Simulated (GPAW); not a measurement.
**C$_{2}$H$_{5}$B: geometry relaxation**

- system: C$_{2}$H$_{5}$B
- method: PBE/plane waves, dispersion D3(BJ), scalar-relativistic datasets (GPAW 26.7.0)

The atoms were displaced at random from an optimised geometry.

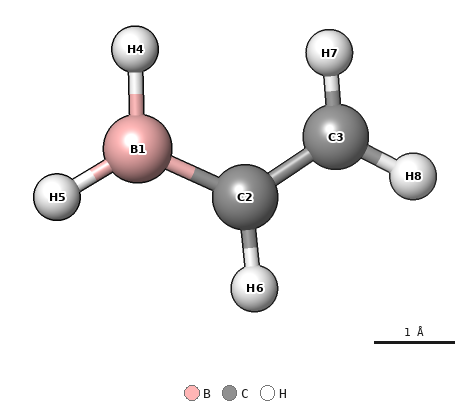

Fig. 1: The structure as given in the input (ball-and-stick view, seen at a tilt; atoms are numbered from 1 in the order of the input). Bond lengths as drawn: B–C 1.50 Å, B–H 1.19 to 1.25 Å, C–C 1.38 Å and C–H 1.06 to 1.15 Å.

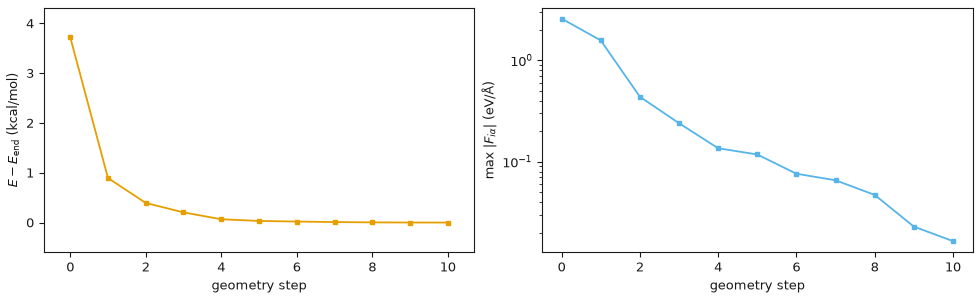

Fig. 2: Progress of the relaxation, step by step (steps are counted from 0).

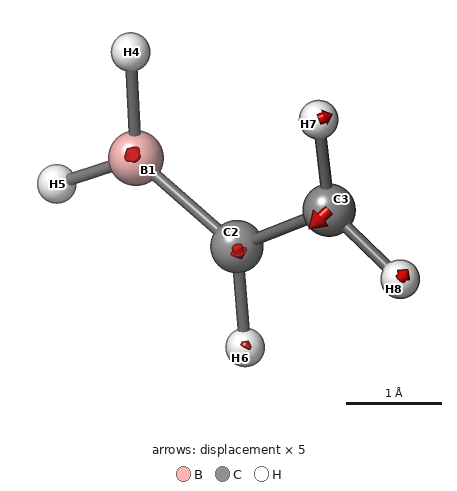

Fig. 3: The starting structure with the displacements as red arrows, magnified 5 times (ball-and-stick view, seen at a tilt). The two geometries are laid on each other by the best rigid fit. C3 moves most after the best rigid fit: 0.060 Å. Largest moves by element: C 0.060 Å, B 0.039 Å, H 0.032 Å. Distances before and after: C2–H6 1.149 → 1.105 Å, C3–H7 1.062 → 1.103 Å, B1–H4 1.247 → 1.209 Å, B1–C2 1.496 → 1.534 Å. Among the angles that change: H7–C3–H8 122.1° → 116.4°, C2–C3–H7 117.2° → 120.5°, C2–B1–H5 125.2° → 122.0°. The energy falls by 3.72 kcal/mol in 10 geometry steps. The largest force component goes from 2.6 to 0.016 eV/Å. (Atoms are counted from 1 in the order of the input.)

The input that produced these results follows, with the program's output.

**The input (run.py)**
```python
from ase.calculators.mixing import SumCalculator
from ase.io import read, write
from ase.optimize import BFGS
from dftd3.ase import DFTD3
from gpaw import GPAW, PW

# Atomic positions
system = read("mol.xyz")
system.set_cell([13.0, 13.0, 13.0])
system.center()

# Calculator
gpaw_calc = GPAW(mode=PW(340),
                 xc="PBE",
                 symmetry="off",
                 legacy_gpaw=True,
                 maxiter=150,
                 txt="mol.txt")
system.calc = SumCalculator([DFTD3(method="PBE", damping="d3bj"), gpaw_calc])

opt = BFGS(system, trajectory="mol.traj")
converged = opt.run(fmax=0.02, steps=100)
print("Converged:", converged)
print(f"Final energy: {system.get_potential_energy():.5f} eV")
print(f"r(C1-B0)                {system.get_distance(1, 0):.4f} Ang")
print(f"r(H3-B0): {system.get_distance(3, 0):.4f} Ang")
write("relaxed.xyz", system)
```

**File mol.xyz**
```
8

B     -0.603956     0.885931    -0.679752
C      0.332796     0.256707     0.302086
C      0.444894    -1.112594     0.456712
H     -1.191629     0.110059    -1.459600
H     -0.762998     2.056869    -0.824256
H      0.941290     0.910719     1.025081
H     -0.060171    -1.724297    -0.249192
H      1.159764    -1.524691     1.180850
```

Launched with:
```bash
OMP_NUM_THREADS=1 python run.py
```

**Output**
```
Step     Time          Energy          fmax
BFGS:    0 00:00:00      -40.317600        2.736390
BFGS:    1 00:00:06      -40.440261        1.633961
BFGS:    2 00:00:12      -40.461959        0.610992
BFGS:    3 00:00:19      -40.470205        0.372345
BFGS:    4 00:00:25      -40.476157        0.143582
BFGS:    5 00:00:30      -40.477644        0.121462
BFGS:    6 00:00:34      -40.478174        0.089899
BFGS:    7 00:00:39      -40.478610        0.070703
BFGS:    8 00:00:43      -40.478895        0.053262
BFGS:    9 00:00:46      -40.479010        0.031231
BFGS:   10 00:00:49      -40.479050        0.018385
Converged: True
Final energy: -40.47905 eV
r(C1-B0)                1.5339 Ang
r(H3-B0): 1.2088 Ang
```

**Trajectory as extended XYZ (Å, eV, eV/Å), 11 frames, from step=0 to step=10**
```
8
Properties=species:S:1:pos:R:3:forces:R:3 step=0 energy=-40.31760
B     5.9120    7.2196    5.9596   -0.8012  -0.6824  -1.5090
C     6.8487    6.5904    6.9415    1.2108  -0.5691   1.9886
C     6.9608    5.2211    7.0961    0.8914   2.5777   0.2201
H     5.3243    6.4438    5.1798    0.2037   0.4967   0.4773
H     5.7529    8.3906    5.8151   -0.0509   0.3457   0.1149
H     7.4572    7.2444    7.6645   -0.5743  -0.7580  -0.7061
H     6.4558    4.6094    6.3902   -0.7411  -1.1018  -0.6628
H     7.6757    4.8090    7.8202   -0.1376  -0.3260   0.0946
8
Properties=species:S:1:pos:R:3:forces:R:3 step=1 energy=-40.44026
B     5.9005    7.2099    5.9381    0.3254  -0.4045  -0.0838
C     6.8660    6.5823    6.9699   -0.4370   1.5728  -0.0711
C     6.9736    5.2579    7.0992    0.3831  -1.0529  -0.3477
H     5.3272    6.4509    5.1866   -0.0695   0.0909   0.0711
H     5.7522    8.3955    5.8168   -0.0516   0.0976   0.0667
H     7.4490    7.2336    7.6544   -0.0394  -0.1638  -0.0322
H     6.4452    4.5937    6.3807    0.0540   0.0430   0.3810
H     7.6737    4.8044    7.8216   -0.1614  -0.1851   0.0234
8
Properties=species:S:1:pos:R:3:forces:R:3 step=2 energy=-40.46196
B     5.9029    7.2037    5.9342    0.2484   0.0552  -0.0237
C     6.8630    6.6002    6.9728   -0.3889  -0.2721  -0.1845
C     6.9799    5.2501    7.0954    0.1629   0.4374  -0.3942
H     5.3268    6.4529    5.1884   -0.1055  -0.0291  -0.0137
H     5.7515    8.3974    5.8178   -0.0399  -0.0641   0.0386
H     7.4475    7.2302    7.6526    0.1500   0.1330   0.2183
H     6.4444    4.5921    6.3841    0.0212  -0.0209   0.2724
H     7.6715    4.8015    7.8220   -0.0498  -0.2351   0.0911
8
Properties=species:S:1:pos:R:3:forces:R:3 step=3 energy=-40.47021
B     5.9069    7.2032    5.9333    0.0584   0.1154  -0.1429
C     6.8570    6.6007    6.9706   -0.0666  -0.1002   0.0685
C     6.9833    5.2536    7.0894    0.2209   0.2399  -0.1796
H     5.3252    6.4529    5.1885   -0.0739  -0.0089  -0.0030
H     5.7508    8.3969    5.8185   -0.0207  -0.0728   0.0318
H     7.4492    7.2313    7.6553    0.0070   0.0188   0.0714
H     6.4447    4.5917    6.3885   -0.0129  -0.0579   0.1786
H     7.6704    4.7978    7.8233   -0.1164  -0.1277  -0.0224
8
Properties=species:S:1:pos:R:3:forces:R:3 step=4 energy=-40.47616
B     5.9109    7.2043    5.9283   -0.0414   0.0818  -0.0964
C     6.8518    6.6031    6.9721    0.1154   0.0250   0.0817
C     6.9920    5.2593    7.0810    0.1358  -0.0161  -0.0008
H     5.3225    6.4532    5.1889   -0.0437  -0.0017  -0.0171
H     5.7498    8.3953    5.8199   -0.0084  -0.0161   0.0004
H     7.4498    7.2314    7.6578   -0.0610  -0.0010   0.0220
H     6.4443    4.5896    6.3960   -0.0046  -0.0331   0.0955
H     7.6664    4.7922    7.8235   -0.1013  -0.0294  -0.0878
8
Properties=species:S:1:pos:R:3:forces:R:3 step=5 energy=-40.47764
B     5.9120    7.2056    5.9251   -0.0330   0.0143  -0.0208
C     6.8512    6.6045    6.9735    0.1179   0.0288   0.0049
C     6.9975    5.2612    7.0776    0.0341  -0.0459   0.0237
H     5.3208    6.4533    5.1888   -0.0280   0.0051  -0.0214
H     5.7492    8.3946    5.8204   -0.0080   0.0292  -0.0171
H     7.4492    7.2317    7.6595   -0.0573   0.0160   0.0296
H     6.4441    4.5884    6.4005    0.0031  -0.0164   0.0538
H     7.6633    4.7893    7.8223   -0.0373  -0.0196  -0.0572
8
Properties=species:S:1:pos:R:3:forces:R:3 step=6 energy=-40.47817
B     5.9120    7.2062    5.9238   -0.0101  -0.0130   0.0168
C     6.8527    6.6050    6.9736    0.0761   0.0134  -0.0459
C     6.9998    5.2615    7.0765   -0.0122  -0.0189   0.0185
H     5.3196    6.4534    5.1884   -0.0195   0.0106  -0.0173
H     5.7488    8.3950    5.8203   -0.0084   0.0348  -0.0205
H     7.4481    7.2322    7.6608   -0.0401   0.0267   0.0370
H     6.4441    4.5876    6.4031   -0.0006  -0.0138   0.0271
H     7.6618    4.7878    7.8210    0.0056  -0.0281  -0.0204
8
Properties=species:S:1:pos:R:3:forces:R:3 step=7 energy=-40.47861
B     5.9119    7.2065    5.9232    0.0103  -0.0182   0.0286
C     6.8555    6.6055    6.9727    0.0263   0.0002  -0.0656
C     7.0012    5.2616    7.0761   -0.0345   0.0101   0.0074
H     5.3183    6.4537    5.1876   -0.0104   0.0173  -0.0063
H     5.7484    8.3959    5.8197   -0.0077   0.0199  -0.0167
H     7.4465    7.2332    7.6626   -0.0221   0.0279   0.0322
H     6.4441    4.5868    6.4056   -0.0075  -0.0116   0.0035
H     7.6608    4.7861    7.8197    0.0359  -0.0335   0.0144
8
Properties=species:S:1:pos:R:3:forces:R:3 step=8 energy=-40.47890
B     5.9117    7.2065    5.9232    0.0180  -0.0061   0.0139
C     6.8583    6.6058    6.9710   -0.0072  -0.0024  -0.0471
C     7.0016    5.2616    7.0762   -0.0245   0.0144   0.0030
H     5.3172    6.4543    5.1870   -0.0031   0.0222   0.0056
H     5.7479    8.3969    5.8190   -0.0061  -0.0017  -0.0090
H     7.4448    7.2345    7.6644   -0.0107   0.0181   0.0144
H     6.4439    4.5860    6.4074   -0.0114  -0.0069  -0.0096
H     7.6607    4.7843    7.8189    0.0385  -0.0255   0.0266
8
Properties=species:S:1:pos:R:3:forces:R:3 step=9 energy=-40.47901
B     5.9118    7.2066    5.9234    0.0127   0.0037  -0.0016
C     6.8597    6.6060    6.9696   -0.0121  -0.0060  -0.0165
C     7.0013    5.2616    7.0766   -0.0093   0.0086   0.0056
H     5.3167    6.4549    5.1868   -0.0021   0.0214   0.0092
H     5.7476    8.3973    5.8185   -0.0048  -0.0102  -0.0039
H     7.4437    7.2353    7.6653   -0.0091   0.0082  -0.0005
H     6.4436    4.5855    6.4079   -0.0094  -0.0012  -0.0072
H     7.6613    4.7833    7.8189    0.0229  -0.0119   0.0175
8
Properties=species:S:1:pos:R:3:forces:R:3 step=10 energy=-40.47905
B     5.9120    7.2067    5.9235    0.0097   0.0075  -0.0110
C     6.8602    6.6060    6.9689   -0.0097  -0.0018   0.0083
C     7.0010    5.2616    7.0770    0.0084  -0.0086   0.0029
H     5.3165    6.4556    5.1869   -0.0035   0.0165   0.0074
H     5.7475    8.3972    5.8182   -0.0033  -0.0088  -0.0009
H     7.4431    7.2357    7.6656   -0.0086   0.0014  -0.0102
H     6.4434    4.5853    6.4079   -0.0042   0.0045  -0.0003
H     7.6620    4.7827    7.8191    0.0048   0.0001   0.0048
```

**Key numbers**

| quantity | value |
| --- | --- |
| outcome | converged |
| energy relative to the program's reference atoms | −40.4790 eV |
| dispersion energy | −0.004206 hartree |
| largest force | 0.018 eV/Å |
| dipole moment | 1.45 D |
| hardware | 1 thread of Arm Neoverse V2, 24 GiB of memory available, shared host |
| wall time | 59 s |
| peak memory | 0.47 GiB |
